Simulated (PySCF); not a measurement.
C7H4OS, SMILES O=Cc1ccc(s1)C#C, singlet at its GFN2-xTB optimised geometry (Å):

```
13

C     -1.9532    -2.8871    -0.0031
C     -1.2290    -1.9270    -0.0014
C     -0.3912    -0.8081     0.0000
C      0.9879    -0.8081     0.0000
C      1.5228     0.4795     0.0000
C      0.5599     1.4673     0.0004
C      0.7610     2.8944     0.0003
O     -0.1100     3.7305     0.0006
S     -1.0418     0.7954     0.0017
H     -2.5771    -3.7305    -0.0017
H      1.5704    -1.7118    -0.0004
H      2.5771     0.6926    -0.0004
H      1.8339     3.1768    -0.0006
```

Calculation: B3LYP/def2-TZVP in PySCF.

Map of the electron localisation function on the plane z = 0.6 Å:

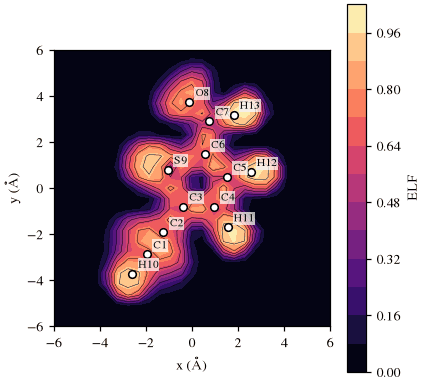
Electron localisation function on the plane z = 0.6 Å.
